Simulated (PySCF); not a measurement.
SMILES C[CH2][SnH]([F])[CH2]C at its GFN2-xTB optimised geometry (Å):

```
17

Sn     0.0746    -0.4018     0.0000
F      2.0683    -0.4018     0.0000
C     -0.3729    -1.7266    -1.7348
C     -1.0888    -3.0023    -1.3485
C     -0.3415     1.7851     0.0000
C      0.2883     2.4994     1.1748
H     -0.1729    -1.1741     1.5389
H     -0.9606    -1.1467    -2.4448
H      0.5937    -1.9437    -2.1844
H     -2.0683    -2.7958    -0.9239
H     -0.5118    -3.5674    -0.6204
H     -1.2251    -3.6262    -2.2316
H      0.0601     2.1563    -0.9423
H     -1.4216     1.9197    -0.0083
H     -0.1083     2.1313     2.1183
H      1.3655     2.3577     1.1793
H      0.0807     3.5674     1.1099
```

Method: PBE0/def2-SVP, def2 effective core potentials past Kr (PySCF). The core electrons that the potentials of Sn replace are not part of the density.

Map of the log10 of the electron density (e/bohr³), floored at −4 on the plane z = 0.6 Å:

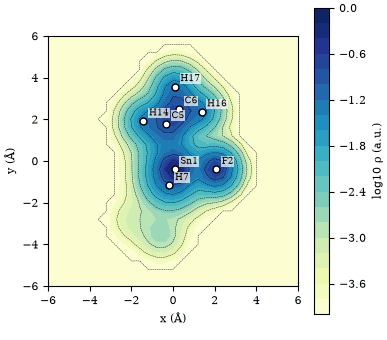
Fig. 1. Log10 of the electron density (e/bohr³), floored at −4 on the plane z = 0.6 Å.
